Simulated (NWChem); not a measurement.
# SnNH2F (SMILES [NH2][Sn][F]): levels of theory compared

Aim: a comparison of 6 runs (HF/STO-3G, HF/3-21G, HF/def2-SVP, TPSSh/def2-SVP, BLYP/def2-TZVP, MP2/STO-3G) of SnNH2F. 

The calculation is run with NWChem 7.3.0.

**1. The system as given**

SnNH2F has 5 atoms, charge 0, and is taken as a singlet. As SMILES, `[NH2][Sn][F]`. The shape is that of a PBE0-D4/def2-TZVP optimisation. This is one conformer, not always the lowest.

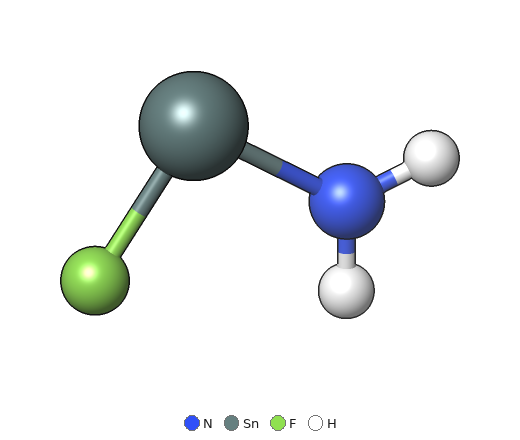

The structure, seen from a chosen angle (nitrogen blue, tin teal, fluorine green, hydrogen white).

**2. Energy and forces at HF/STO-3G (run 1)**

Contents of fh2nsn.nw:

```
start fh2nsn
memory stack 880 mb heap 220 mb global 1100 mb
charge 0

geometry noautosym nocenter noautoz
N       -0.302900       0.495500      -0.393300
Sn       0.338900      -0.053700       1.423200
F        0.966900      -1.775900       0.754300
H       -0.746800       1.369300      -0.629100
H       -0.206200      -0.108900      -1.196600
end

basis "ao basis" spherical bse
* library STO-3G
end

scf
nopen 0
rhf
thresh 1e-08
maxiter 80
end

task scf gradient
```

On the command line:

```
$ nwchem fh2nsn.nw > fh2nsn.out
```

Standard output:

```text
[...]
  functions       =    39
[...]
  wavefunction    = RHF
[...]
         Total SCF energy =  -6116.230920153588
      One-electron energy =  -8976.227375197201
      Two-electron energy =   2603.598709453423
 Nuclear repulsion energy =    256.397745590189
        Time for solution =      2.7s
[...]
                         RHF ENERGY GRADIENTS
    atom               coordinates                        gradient
                 x          y          z           x          y          z
   1 N      -0.572398   0.936359  -0.743229   -0.025118   0.026105  -0.061565
   2 Sn      0.640428  -0.101478   2.689458    0.003202   0.017577   0.051010
   3 F       1.827176  -3.355964   1.425420    0.014625  -0.037053  -0.009268
   4 H      -1.411247   2.587602  -1.188827    0.004339  -0.006361   0.006810
   5 H      -0.389661  -0.205791  -2.261246    0.002953  -0.000269   0.013013
[...]
```

Wall time 4.5 s (1 thread of Intel Xeon 6975P-C (Granite Rapids), shared host); peak memory 0.096 GiB.

**3. Energy and gradient at HF/3-21G (run 2)**

Contents of mymol.nw:

```
start mymol
title "FH2NSn gradient"
memory 2200 mb

geometry units angstrom noautosym nocenter noautoz
  N       -0.302900       0.495500      -0.393300
  Sn       0.338900      -0.053700       1.423200
  F        0.966900      -1.775900       0.754300
  H       -0.746800       1.369300      -0.629100
  H       -0.206200      -0.108900      -1.196600
end

basis "ao basis" spherical bse
  * library 3-21G
end

scf
  thresh 1e-08
  maxiter 80
end

task scf gradient
```

On the command line:

```
$ nwchem mymol.nw > mymol.out
```

Standard output:

```text
[...]
  functions       =    53
[...]
  wavefunction    = RHF
[...]
         Total SCF energy =  -6150.554556341011
      One-electron energy =  -9000.486967852215
      Two-electron energy =   2593.534665921016
 Nuclear repulsion energy =    256.397745590189
        Time for solution =      3.0s
[...]
                         RHF ENERGY GRADIENTS
    atom               coordinates                        gradient
                 x          y          z           x          y          z
   1 N      -0.572398   0.936359  -0.743229   -0.002925   0.004044  -0.005123
   2 Sn      0.640428  -0.101478   2.689458   -0.003594   0.015054   0.014565
   3 F       1.827176  -3.355964   1.425420    0.007486  -0.019728  -0.006317
   4 H      -1.411247   2.587602  -1.188827   -0.002006   0.003849  -0.001255
   5 H      -0.389661  -0.205791  -2.261246    0.001038  -0.003219  -0.001869
[...]
```

Run time: 5.1 s. Hardware: 1 thread of Intel Xeon 6975P-C (Granite Rapids), shared host; peak memory 0.094 GiB.

Runs 3 to 5 aren't shown in full; the table further down has their settings and results.

**4. Energy and forces at MP2/STO-3G (run 6)**

Contents of nw.nw:

```
start nw
title "FH2NSn"
memory 2200 mb

geometry noautosym nocenter noautoz
 N    -0.302900    0.495500   -0.393300
 Sn    0.338900   -0.053700    1.423200
 F     0.966900   -1.775900    0.754300
 H    -0.746800    1.369300   -0.629100
 H    -0.206200   -0.108900   -1.196600
end

basis "ao basis" spherical bse
 * library STO-3G
end

scf
 thresh 1e-08
 maxiter 80
end

mp2
 freeze core 20
 tight
end

task mp2 gradient
```

On the command line:

```
$ nwchem nw.nw > nw.out
```

Standard output:

```text
[...]
  functions       =    39
[...]
  wavefunction    = RHF
[...]
         Total SCF energy =  -6116.230920153588
      One-electron energy =  -8976.227375197201
      Two-electron energy =   2603.598709453423
 Nuclear repulsion energy =    256.397745590189
        Time for solution =      2.6s
[...]
          Total MP2 energy         -6116.328122720613
[...]
                         mp2 ENERGY GRADIENTS
    atom               coordinates                        gradient
                 x          y          z           x          y          z
   1 N      -0.572398   0.936359  -0.743229   -0.030539   0.030024  -0.078377
   2 Sn      0.640428  -0.101478   2.689458    0.004433   0.010896   0.042875
   3 F       1.827176  -3.355964   1.425420    0.011893  -0.029308  -0.005834
   4 H      -1.411247   2.587602  -1.188827    0.013448  -0.024391   0.011450
   5 H      -0.389661  -0.205791  -2.261246    0.000764   0.012778   0.029886
[...]
```

It took 7.5 s on 1 thread of Intel Xeon 6975P-C (Granite Rapids), shared host; peak memory 0.1 GiB.

**5. All runs side by side**

```csv
run,level,core potential,iteration cap,energy (Eh),dipole moment (D),HOMO energy (eV),LUMO energy (eV),wall time
1,HF/STO-3G,–,80,-6116.230920,1.17,-5.50,5.45,4.5 s
2,HF/3-21G,–,80,-6150.554556,2.79,-9.30,1.18,5.1 s
3,HF/def2-SVP (core potential),def2-SVP,80,-368.321023,3.12,-9.93,0.97,9 s
4,TPSSh/def2-SVP (core potential),def2-SVP,100,-369.942922,2.75,-6.64,-1.99,22 s
5,BLYP/def2-TZVP (core potential),def2-TZVP,100,-370.169951,2.86,-6.12,-2.46,43 s
6,MP2/STO-3G,–,80,-6116.328123,1.24,-5.50,5.45,7.5 s
```

**6. Results**

| quantity | value |
| --- | --- |
| run 6: total energy | -6116.32812 Eh |
| run 6: dipole moment (of the density that the program reports) | 1.24 D |
| run 6: HOMO energy (Hartree–Fock orbitals) | -5.50 eV |
| run 6: LUMO energy (Hartree–Fock orbitals) | 5.45 eV |
| run 6: HOMO–LUMO gap (Hartree–Fock orbitals) | 10.95 eV |
| run 6: correlation energy (20 core orbitals frozen) | -97.2 mEh |
| run 6: largest force on an atom | 4.593 eV/Å |

What this shows: The dipole moment (its size) runs from 1.17 D (HF/STO-3G) to 3.12 D (HF/def2-SVP). The two ends differ in basis and core potential. Over runs 1, 2, 3, 4, 5 the HOMO–LUMO gap runs from 3.66 eV (BLYP/def2-TZVP) to 10.95 eV (HF/STO-3G). The two ends differ in method and basis and core potential. Totals of different functionals can't be ranked against each other. Some runs of one species differ in core potentials or relativity; totals across that change don't compare. In runs 1, 6 the basis is minimal, so the values are rough. In runs 1, 2, 6 relativity is left out where basis or elements ask for it. All runs together took 91 s, the longest 43 s.
